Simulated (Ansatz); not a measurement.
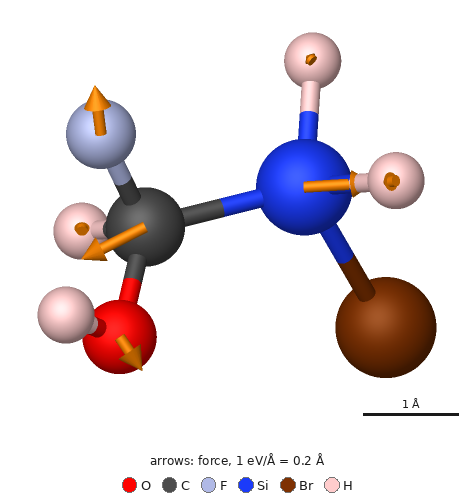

Starting geometry of CH4BrFOSi (coarse preliminary run) with the computed forces as orange arrows. The picture is a ball-and-stick view, seen at a tilt.

The start comes from a force field.

The calculation used Ansatz 0.2.0, RKS PBE-D4/def2-SVP.

Input
```yaml
crystal:
  periodic: [false, false, false]
  atoms:
    - {symbol: O, position_ang: [0.674200, 1.584000, 0.287000]}
    - {symbol: C, position_ang: [0.610200, 0.203300, 0.324800]}
    - {symbol: F, position_ang: [0.581700, -0.075800, 1.645300]}
    - {symbol: Si, position_ang: [-0.716600, -0.700200, -0.489100]}
    - {symbol: Br, position_ang: [-0.714000, -0.425500, -2.707300]}
    - {symbol: H, position_ang: [0.831100, 1.904900, 1.189400]}
    - {symbol: H, position_ang: [1.597600, -0.141400, -0.068800]}
    - {symbol: H, position_ang: [-0.656500, -2.159400, -0.240500]}
    - {symbol: H, position_ang: [-2.119400, -0.236200, 0.042200]}
basis:
  gaussian: {orbitals: def2-SVP}
hamiltonian: {xc: pbe, dispersion: d4}
relax: {f_tol: 0.03, max_steps: 200}
```

Run as
```bash
ansatz run in.yaml --threads 4 --pin off --events-out ev --progress --plain --max-ram 10444MiB
```

Q: What follows when this structure is relaxed?

A: It isn't relaxed: the largest force vector, on C atoms, is 3.80 eV/Å. The final displacements have little in common with the starting forces (cosine between the two patterns 0.19). After 8 accepted moves (9 points after the start) the energy has fallen by 15.3 kcal/mol. Largest force component: 3.6 eV/Å at the start, 0.029 eV/Å at the end. The line search rejected the trial step at point 5 of the run. The largest move after the best rigid fit is that of H6, 0.58 Å. Largest moves by element: H 0.58 Å, O 0.30 Å, F 0.25 Å, Br 0.17 Å, C 0.12 Å, Si 0.08 Å. Among the contacts that change: C2–Si4 1.800 → 1.922 Å, Si4–H9 1.570 → 1.498 Å, C2–F3 1.350 → 1.417 Å, Si4–H8 1.481 → 1.499 Å. Among the angles between lasting bonds that change: O1–C2–Si4 121.5° → 109.4°, O1–C2–H7 104.9° → 112.9°, O1–C2–F3 103.5° → 111.4°. Groups turn about O1–C2 by about 60°.
